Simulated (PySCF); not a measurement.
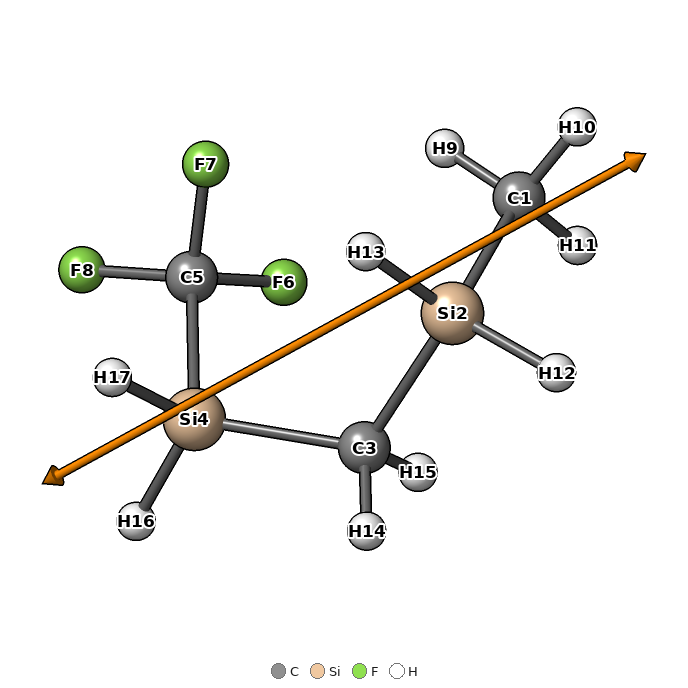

The double arrow shows the direction of the transition dipole to excited singlet state 1 (its length means nothing). The computed structure is the end point of a GFN2-xTB optimisation. No frequency run is at hand to confirm it as a minimum. Level of theory: TDDFT CAM-B3LYP/def2-SVPD, vertical, gas phase, core orbitals frozen in the response (PySCF 2.14.0).

**Where does the transition lie, and how strong is it?**

8.10 eV (153 nm), oscillator strength 0.084, mainly HOMO → LUMO (weight 0.88); transition dipole 1.65 D.

The geometry is semi-empirical. Around Si such bond lengths and angles can be off by a tenth of an ångström or more and by several degrees, and values that hang on the shape move with them.
